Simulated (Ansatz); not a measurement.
# AlFH$_{3}$NO (SMILES [NH2][Al]([OH])[F]): what the fields show

```xyz
7

Al   -0.5897   -0.1108    2.0281
F     0.4256   -1.2985    2.6004
N    -1.7648   -0.5079    0.7879
O    -0.4929    1.4667    2.6340
H    -1.8852   -1.4245    0.3754
H    -2.4178    0.1536    0.3863
H     0.1179    1.7649    3.3082
```

Geometry: PBE0-D3(BJ)/def2-SVP.

The calculation used Ansatz, isolated molecule in a Gaussian basis; Kohn-Sham density functional theory, functional PBE0.

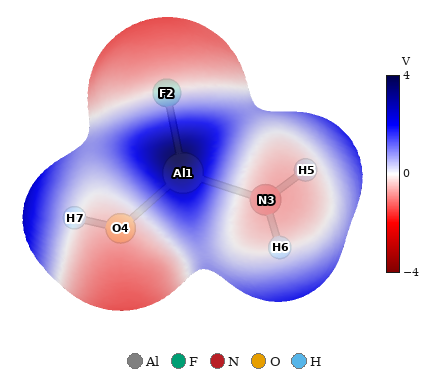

Figure 1. The electrostatic potential painted on the density surface at 0.002 e/bohr³, seen across its widest extent; the colour scale runs from red (negative) to blue (positive).

Question: Which sites attract a positive test charge, and which a negative one?

Answer: A positive charge is drawn to the negative regions and a negative charge to the positive ones. The most negative region (about −1.4 V) lies over F2 and O4, the most positive (about +3.7 V) over Al1.

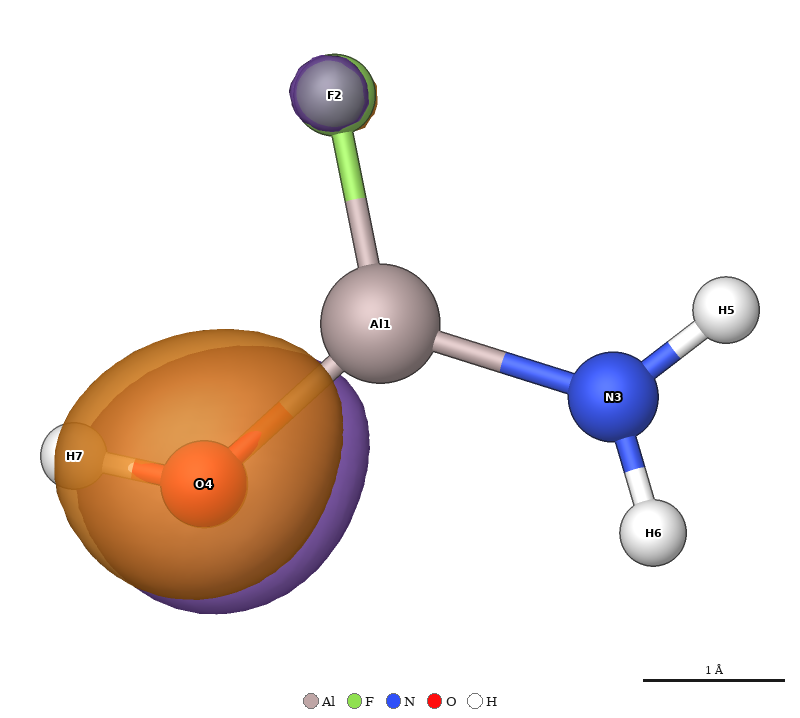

Figure 2. The HOMO−1 at ±0.15 Å⁻³ᐟ² (orange and purple are the two phases), seen across its widest extent.

Question: What is the character of this orbital?

Answer: By Hirshfeld shares it lies mainly on O4 (about 80 %); it changes sign across the molecular plane (π type). Its energy is −9.45 eV.

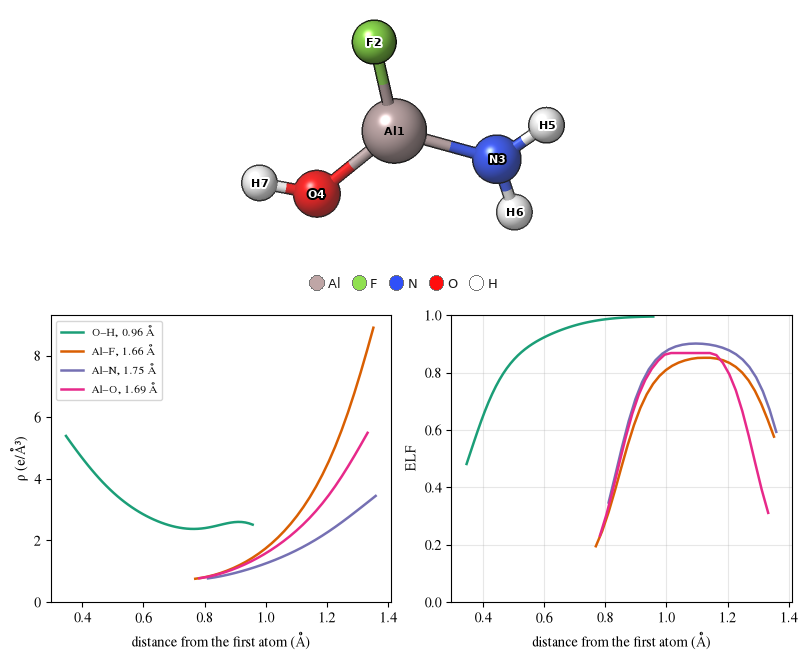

Figure 3. Total electron density and electron localisation function along straight lines between neighbouring atoms. The curves leave out the atomic cores. The structure is drawn too.

Question: Compare the contacts.

Answer: O–H (0.96 Å): ρ is about 3.8 e/Å³ halfway; the ELF climbs to about 1 towards the hydrogen, as it does in any bond to H: a covalent bond by its length.
Al–F (1.66 Å): ρ at the midpoint is about 0.88 e/Å³; the ELF peaks at about 0.85 in the valence shell of F, 0.5 Å from its nucleus, and is about 0.40 at the midpoint.
Al–N (1.75 Å): the density is about 0.89 e/Å³ at the midpoint; the ELF peaks at about 0.90 in the valence shell of N, 0.7 Å from its nucleus, and is about 0.65 at the midpoint.
Al–O (1.69 Å): ρ is about 0.91 e/Å³ halfway; the ELF peaks at about 0.85 in the valence shell of O, 0.7 Å from its nucleus, and is about 0.50 at the midpoint.
